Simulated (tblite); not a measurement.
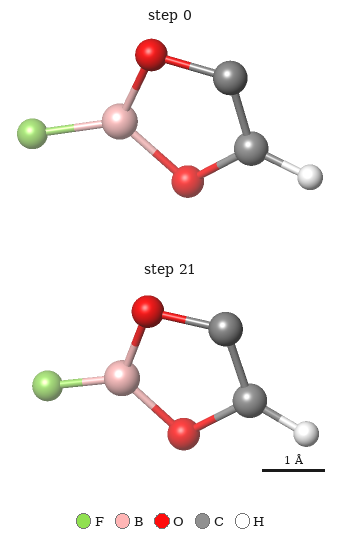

The structure of C₂HBFO₂ (multiplicity 2) before (top) and after (bottom) a relaxation, at one scale.

A ball-and-stick model, seen at a tilt.

Level of theory: tblite, GFN2-xTB geometry optimisation, gas phase. 

Question: Summarise the run.

Answer: The largest move after the best rigid fit is that of the F atom, 0.25 Å. By element the largest moves are F 0.25 Å, H 0.14 Å, B 0.13 Å, O 0.11 Å, C 0.10 Å. Near-neighbour distances that change, for instance: B–F 1.478 → 1.314 Å, B–O 1.484 → 1.366 Å, B–O 1.472 → 1.381 Å, C–O 1.381 → 1.330 Å. Bond angles that change, for instance: C–C–H 123.4° → 133.9°, O–C–H 124.7° → 118.9°, O–B–O 105.6° → 110.9°. After 21 geometry steps the energy has fallen by 92.3 kJ/mol.
